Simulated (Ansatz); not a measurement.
Computed with PBE (plane waves to 420 eV, PAW; Ansatz, an electronic-structure program).

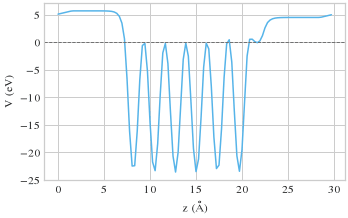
*Planar average of the electrostatic potential across the slab, in eV from the Fermi level, for a constructed model of the (111) surface of fcc Pt, (√3x√3)R30° layer of Ga, one a cell, on the site that continues the host's stacking (bottom of the slab: a bare face, its two planes held)*

Set-up: 19 atoms, 13.6 Å thick at the start; mesh 9x9x1; 0.1 eV smearing; dipole correction on; 6 atoms held, the rest relaxed; start symmetry kept, larger cells not searched; no spin, no spin-orbit, no U. It is one candidate, not shown to be the stable structure of the face.

Question: The surface cell has an area of 20.47 Å². What dipole along the normal does the step between the two vacuum levels imply?

Answer: the top vacuum level lies 1.19 eV below the bottom one; p = −ε₀ A ΔV (ε₀ = 0.005526 e/(V·Å)) gives 0.13 e·Å a cell.
